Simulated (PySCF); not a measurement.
# Pb²⁺: excitation energy in aug-cc-pVQZ-PP with ECP60

Each state of lead is computed at each level; their differences give the excitation energy. How far do the methods differ?

Program: PySCF 2.14.0. Level of theory: unrestricted determinants in a Gaussian basis, no spin-orbit coupling in the energies. These are calculated values, not measurements, unless marked.

### 1 The atom as given

```
Element                                   : lead (Z = 82)
Basis                                     : aug-cc-pVQZ-PP with ECP60MDF
Hamiltonian                               : scalar relativity through the core potential
State 1                                   : Pb²⁺: [Xe] 4f14 5d9 6s2 7s1, high-spin 3D determinant (an excited configuration)
State 2                                   : Pb²⁺: [Xe] 4f14 5d9 6s2 7s1, 7s spin antiparallel (an excited configuration)
State 3                                   : Pb²⁺: [Xe] 4f14 5d10 6s1 6p1, high-spin 3P determinant (an excited configuration)
Needed too, but not shown                 : Pb²⁺ [Xe] 4f14 5d10 6s2 (1S)
Methods                                   : CCSD(T)
Core shells frozen in the correlated runs : valence: 5s2 5p6 5d10 (for Pb²⁺)
```

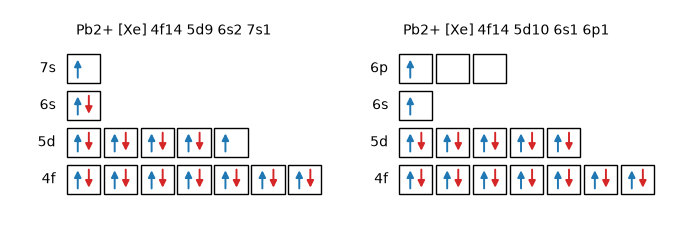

Outer shells as boxes.

One driver process ran all states and methods and kept the integrals in memory. Each run is shown as a PySCF script that sums up its settings (the driver passes frozen orbitals as a list and adds second-order terms of double hybrids); the logs are those of the runs themselves. The driver starts from symmetry-adapted Hartree-Fock orbitals, holds the occupation by maximum overlap and uses a logarithmic radial grid for functionals, so a plain start would take other cycles.

The integrals over 92 functions and the set-up took 3.9 s of CPU time.

### 2 Pb²⁺ [Xe] 4f14 5d9 6s2 7s1: CCSD(T) (valence)

Level: CCSD(T) (valence).

The input, input.py:

```python
from pyscf import gto, scf, dft, mp, cc
import basis_set_exchange as bse
txt = bse.get_basis("aug-cc-pVQZ-PP", elements=["Pb"], fmt="nwchem", header=False)
cut = txt.index("\nECP")
mol = gto.M(atom="Pb 0 0 0", charge=2, spin=2, symmetry="D2h",
            basis=gto.basis.parse(txt[:cut]),
            ecp={"Pb": gto.basis.parse_ecp(txt[cut:])})
mf = scf.UHF(mol)
mf.irrep_nelec = {'Ag': (5, 3), 'B1g': (1, 1), 'B2g': (1, 1), 'B3g': (1, 1), 'B1u': (1, 1), 'B2u': (1, 1), 'B3u': (1, 1)}
mf.kernel()
mycc = cc.CCSD(mf, frozen=[[0, 1, 2, 3, 4, 5, 6, 7, 8], [0, 1, 2, 3, 4, 5, 6, 7]]).run()
mycc.ccsd_t()
```

The log of the run:

```text
CC2 = 0
CCSD nocc = (np.int64(2), np.int64(1)), nmo = (83, 84)
frozen orbitals [[0, 1, 2, 3, 4, 5, 6, 7, 8], [0, 1, 2, 3, 4, 5, 6, 7]]
max_cycle = 100
direct = 0
conv_tol = 1e-08
conv_tol_normt = 1e-06
diis_space = 8
diis_start_cycle = 0
Init t2, MP2 energy = -0.0318400170597124
Init E_corr(UCCSD) = -0.0318400170651301
cycle = 1  E_corr(UCCSD) = -0.0373916994252151  dE = -0.00555168236  norm(t1,t2) = 0.0789617
cycle = 2  E_corr(UCCSD) = -0.0398331453008042  dE = -0.00244144588  norm(t1,t2) = 0.220491
cycle = 3  E_corr(UCCSD) = -0.0383896928321661  dE = 0.00144345247  norm(t1,t2) = 0.703681
cycle = 4  E_corr(UCCSD) = -0.0383000274503226  dE = 8.96653818e-05  norm(t1,t2) = 1.35175
cycle = 5  E_corr(UCCSD) = -0.0392023367965197  dE = -0.000902309346  norm(t1,t2) = 0.0105763
cycle = 6  E_corr(UCCSD) = -0.0392757756536576  dE = -7.34388571e-05  norm(t1,t2) = 0.01269
cycle = 7  E_corr(UCCSD) = -0.0392702538038914  dE = 5.52184977e-06  norm(t1,t2) = 0.00587456
cycle = 8  E_corr(UCCSD) = -0.0392963073659942  dE = -2.60535621e-05  norm(t1,t2) = 0.00496725
cycle = 9  E_corr(UCCSD) = -0.0393410283729748  dE = -4.4721007e-05  norm(t1,t2) = 0.00695584
cycle = 10  E_corr(UCCSD) = -0.0393577644604214  dE = -1.67360874e-05  norm(t1,t2) = 0.0049866
[... 71 lines left out ...]
cycle = 82  E_corr(UCCSD) = -0.039460817421067  dE = -1.44237703e-07  norm(t1,t2) = 0.00036515
cycle = 83  E_corr(UCCSD) = -0.039460549144469  dE = 2.68276598e-07  norm(t1,t2) = 0.000419555
cycle = 84  E_corr(UCCSD) = -0.039461430556521  dE = -8.81412052e-07  norm(t1,t2) = 0.000340638
cycle = 85  E_corr(UCCSD) = -0.0394630059770906  dE = -1.57542057e-06  norm(t1,t2) = 0.000349275
cycle = 86  E_corr(UCCSD) = -0.0394655979057787  dE = -2.59192869e-06  norm(t1,t2) = 0.000312515
cycle = 87  E_corr(UCCSD) = -0.0394651232426226  dE = 4.74663156e-07  norm(t1,t2) = 0.000440231
cycle = 88  E_corr(UCCSD) = -0.0394646409264032  dE = 4.82316219e-07  norm(t1,t2) = 0.000509959
cycle = 89  E_corr(UCCSD) = -0.0394645455374697  dE = 9.53889335e-08  norm(t1,t2) = 0.000308032
cycle = 90  E_corr(UCCSD) = -0.0394647880342935  dE = -2.42496824e-07  norm(t1,t2) = 0.000312184
cycle = 91  E_corr(UCCSD) = -0.0394659781159027  dE = -1.19008161e-06  norm(t1,t2) = 0.000357386
[... the stored log ends here ...]
```

CPU time 69 s on a shared host, the integrals not counted.

This run did not converge, so its energy enters no difference.

### 3 Pb²⁺ [Xe] 4f14 5d9 6s2 7s1, s spin flipped, at CCSD(T) (valence)

Level: CCSD(T) (valence).

The input, input.py:

```python
from pyscf import gto, scf, dft, mp, cc
import basis_set_exchange as bse
txt = bse.get_basis("aug-cc-pVQZ-PP", elements=["Pb"], fmt="nwchem", header=False)
cut = txt.index("\nECP")
mol = gto.M(atom="Pb 0 0 0", charge=2, spin=0, symmetry="D2h",
            basis=gto.basis.parse(txt[:cut]),
            ecp={"Pb": gto.basis.parse_ecp(txt[cut:])})
mf = scf.UHF(mol)
mf.irrep_nelec = {'Ag': (4, 4), 'B1g': (1, 1), 'B2g': (1, 1), 'B3g': (1, 1), 'B1u': (1, 1), 'B2u': (1, 1), 'B3u': (1, 1)}
mf.kernel()
mycc = cc.CCSD(mf, frozen=[[0, 1, 2, 3, 4, 5, 6, 7, 8], [0, 1, 2, 3, 4, 5, 6, 7]]).run()
mycc.ccsd_t()
```

The log of the run:

```text
CC2 = 0
CCSD nocc = (np.int64(1), np.int64(2)), nmo = (83, 84)
frozen orbitals [[0, 1, 2, 3, 4, 5, 6, 7, 8], [0, 1, 2, 3, 4, 5, 6, 7]]
max_cycle = 100
direct = 0
conv_tol = 1e-08
conv_tol_normt = 1e-06
diis_space = 8
diis_start_cycle = 0
Init t2, MP2 energy = -0.0317338570211215
Init E_corr(UCCSD) = -0.031733857021217
cycle = 1  E_corr(UCCSD) = -0.0373893184987902  dE = -0.00565546148  norm(t1,t2) = 0.0836803
cycle = 2  E_corr(UCCSD) = -0.0400856786366121  dE = -0.00269636014  norm(t1,t2) = 0.221801
cycle = 3  E_corr(UCCSD) = -0.0380833546595094  dE = 0.00200232398  norm(t1,t2) = 0.651253
cycle = 4  E_corr(UCCSD) = -0.0380976195808602  dE = -1.42649214e-05  norm(t1,t2) = 0.201736
cycle = 5  E_corr(UCCSD) = -0.03818667593959  dE = -8.90563587e-05  norm(t1,t2) = 0.0270496
cycle = 6  E_corr(UCCSD) = -0.0388652717694925  dE = -0.00067859583  norm(t1,t2) = 0.0289343
cycle = 7  E_corr(UCCSD) = -0.0390187653888147  dE = -0.000153493619  norm(t1,t2) = 0.0222473
cycle = 8  E_corr(UCCSD) = -0.038999742528509  dE = 1.90228603e-05  norm(t1,t2) = 0.0070535
cycle = 9  E_corr(UCCSD) = -0.0390770390841925  dE = -7.72965557e-05  norm(t1,t2) = 0.00479103
cycle = 10  E_corr(UCCSD) = -0.0390890745893119  dE = -1.20355051e-05  norm(t1,t2) = 0.00579431
[... 71 lines left out ...]
cycle = 82  E_corr(UCCSD) = -0.0391635417347258  dE = 1.12751555e-07  norm(t1,t2) = 0.000581347
cycle = 83  E_corr(UCCSD) = -0.0391635862124812  dE = -4.44777554e-08  norm(t1,t2) = 0.00063485
cycle = 84  E_corr(UCCSD) = -0.0391631782112938  dE = 4.08001187e-07  norm(t1,t2) = 0.000662209
cycle = 85  E_corr(UCCSD) = -0.039162095058121  dE = 1.08315317e-06  norm(t1,t2) = 0.00136079
cycle = 86  E_corr(UCCSD) = -0.0391614367413453  dE = 6.58316776e-07  norm(t1,t2) = 0.000857314
cycle = 87  E_corr(UCCSD) = -0.0391618442856786  dE = -4.07544333e-07  norm(t1,t2) = 0.000642372
cycle = 88  E_corr(UCCSD) = -0.0391616122293196  dE = 2.32056359e-07  norm(t1,t2) = 0.000623355
cycle = 89  E_corr(UCCSD) = -0.0391611983046294  dE = 4.1392469e-07  norm(t1,t2) = 0.00215665
cycle = 90  E_corr(UCCSD) = -0.0391613184685943  dE = -1.20163965e-07  norm(t1,t2) = 0.00127308
cycle = 91  E_corr(UCCSD) = -0.0391613905396554  dE = -7.20710611e-08  norm(t1,t2) = 0.00129736
[... the stored log ends here ...]
```

CPU time 66 s on a shared host, the integrals not counted.

This run did not converge, so its energy enters no difference.

### 4 Pb²⁺ [Xe] 4f14 5d10 6s1 6p1: CCSD(T) (valence)

Level: CCSD(T) (valence).

The input, input.py:

```python
from pyscf import gto, scf, dft, mp, cc
import basis_set_exchange as bse
txt = bse.get_basis("aug-cc-pVQZ-PP", elements=["Pb"], fmt="nwchem", header=False)
cut = txt.index("\nECP")
mol = gto.M(atom="Pb 0 0 0", charge=2, spin=2, symmetry="D2h",
            basis=gto.basis.parse(txt[:cut]),
            ecp={"Pb": gto.basis.parse_ecp(txt[cut:])})
mf = scf.UHF(mol)
mf.irrep_nelec = {'Ag': (4, 3), 'B1g': (1, 1), 'B2g': (1, 1), 'B3g': (1, 1), 'B1u': (1, 1), 'B2u': (2, 1), 'B3u': (1, 1)}
mf.kernel()
mycc = cc.CCSD(mf, frozen=9).run()
mycc.ccsd_t()
```

The log of the run:

```text
CC2 = 0
CCSD nocc = (np.int64(2), np.int64(0)), nmo = (83, 83)
frozen orbitals [[0, 1, 2, 3, 4, 5, 6, 7, 8], [0, 1, 2, 3, 4, 5, 6, 7, 8]]
max_cycle = 100
direct = 0
conv_tol = 1e-08
conv_tol_normt = 1e-06
diis_space = 8
diis_start_cycle = 0
Init t2, MP2 energy = -0.00216807121576714
Init E_corr(UCCSD) = -0.00216807121598763
cycle = 1  E_corr(UCCSD) = -0.00281135531196342  dE = -0.000643284096  norm(t1,t2) = 0.0118971
cycle = 2  E_corr(UCCSD) = -0.00303487741212469  dE = -0.0002235221  norm(t1,t2) = 0.0048058
cycle = 3  E_corr(UCCSD) = -0.00317995035523915  dE = -0.000145072943  norm(t1,t2) = 0.00202371
cycle = 4  E_corr(UCCSD) = -0.00317760783494785  dE = 2.34252029e-06  norm(t1,t2) = 0.000121519
cycle = 5  E_corr(UCCSD) = -0.00317770207101505  dE = -9.42360672e-08  norm(t1,t2) = 9.07731e-06
cycle = 6  E_corr(UCCSD) = -0.00317769234787487  dE = 9.72314018e-09  norm(t1,t2) = 7.83798e-07
UCCSD converged
E(UCCSD) = -190.8350457807016  E_corr = -0.003177692347874868
```

It used 6.3 s of CPU time after the integrals (shared host).

CCSD correlation -0.00318 hartree, triples 0.00000; total -190.835046. T1 = 0.002, largest double amplitude 0.022. With two correlated electrons the triples vanish and CCSD is exact in this space.

Spin-orbit coupling, absent here, splits the open shell strongly.

### 5 Differences of total energies

Excitation energy: Pb²⁺ [Xe] 4f14 5d10 6s2 (1S) → Pb²⁺ [Xe] 4f14 5d10 6s1 6p1 (3P).

```csv
method,value (eV),less FCI (valence) (eV)
UHF,7.556,-0.680
MP2 (valence),8.090,-0.146
SCS-MP2 (valence),8.248,+0.012
CCSD (valence),8.236,+0.000
CCSD(T) (valence),8.236,+0.000
CCSDT (valence),8.236,+0.000
FCI (valence),8.236,+0.000
```

The differences also use runs on Pb²⁺ [Xe] 4f14 5d10 6s2 (1S), which are not shown here. The runs at UHF, MP2 (valence) are not shown; their differences are listed all the same.

### 6 What came out

| quantity | value |
| --- | --- |
| excitation energy, Pb²⁺ → [Xe] 4f14 5d10 6s1 6p1 | UHF 7.556, FCI (valence) 8.236 eV |

Accuracy by level (over 1 difference):

```csv
method,mean absolute miss against FCI (valence) (eV)
UHF,0.680
MP2 (valence),0.146
SCS-MP2 (valence),0.012
CCSD (valence),0.000
CCSD(T) (valence),0.000
CCSDT (valence),0.000
FCI (valence),0.000
```

What this shows: The methods span 0.692 eV, from UHF (7.556) to SCS-MP2 (valence) (8.248). No reference value is at hand in this session. All values hold for this basis alone; no basis-set limit was taken.
